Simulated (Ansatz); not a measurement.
## A computed series for PtGe: pressure series

Take PtGe (space group Pnma, No. 62; a = 5.819 Å, b = 3.757 Å, c = 6.175 Å) as the base.

Cell and atoms are relaxed at each pressure.

Computed with Ansatz (a program for electronic structure), PBE, PAW, cutoff 420 eV, without spin-orbit coupling.

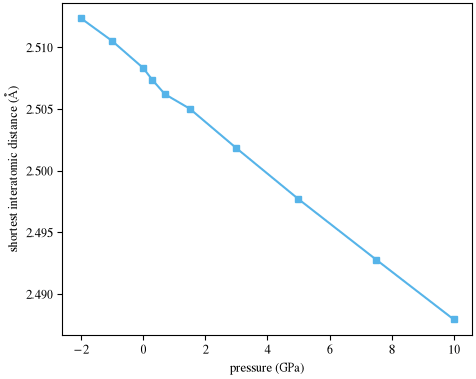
*Shortest interatomic distance against pressure*

### Question
From the plot, what is the shortest interatomic distance for pressure 3 GPa?

### Answer
About 2.502 Å.

### Question
Is the trend monotonic over the range shown?

### Answer
Yes, it falls throughout, spanning 248.8 pm to 251.2 pm.

Load acts through the strain it causes; cell and atoms are relaxed under it. Stability against distortions was not tested. Competing high-pressure phases were not computed. All final runs are without spin polarisation.
